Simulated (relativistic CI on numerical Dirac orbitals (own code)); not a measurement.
## Relativistic CI calculation, with input and output: Pr⁴⁺

System: Pr⁴⁺.
Method: Dirac-Coulomb-Breit CI, KLI orbitals optimised for each configuration, model QED (radiative potential, 1s self-energy scaled to tabulated hydrogen-like ionisation energies), valence Slater integrals scaled by 0.7, multiplet model of photoemission in the sudden approximation in a parametric crystal field (relativistic CI on numerical Dirac orbitals, in-house).

**Key numbers**

- outcome: converged
- hardware: 1 CPU thread, shared host

**Notes**

Caveats: free-ion energies without screening by ligands, so binding energies differ from solids by tens of eV; the exchange splitting of an s hole is too large without intra-shell correlation.

**Input file**
```
atom Pr  Z=59  charge=4  electrons=55
nucleus A=141  rms_radius_fm=4.8919
hamiltonian dirac-coulomb  breit=on  qed=on  c_scale=1
orbitals kli  potential=per-configuration
slater_scale 0.7
correlation none
mixing on
configurations
  [Xe] 4f
  [Kr] 4d10 4f 5s 5p6
end
photoemission 5s T=80 lorentz=1.5 gauss=0.6
crystal_field C2v B20=160 B22=-440 B40=1000 B42=810 B44=-560 B60=910 B62=390 B64=750 B66=430
```

The program writes its results to a structured record and prints no log; tables and figures of this report are taken from that record.

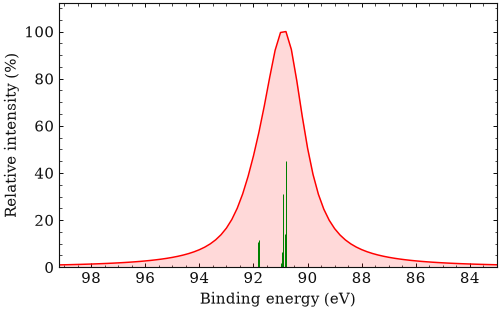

Fig. 1: 5s photoemission of Pr⁴⁺, [Xe] 4f, in a field of C2v symmetry with B20 = 160, B22 = −440, B40 = 1,000, B42 = 810, B44 = −560, B60 = 910, B62 = 390, B64 = 750, B66 = 430 cm⁻¹ (Wybourne parameters). Sticks are the strongest transitions, on a scale of their own. Multiplet model: relativistic Dirac–Coulomb–Breit theory, one configuration a step, Slater integrals scaled by 0.7, 80 K, Voigt broadening (Lorentzian 1.5 eV, Gaussian 0.6 eV full widths), computed with a radial Dirac CI code. The main maxima lie at 90.9 eV (100), heights in % of the largest; the centroid is at 91.0 eV. The ground state has S = 0.50.
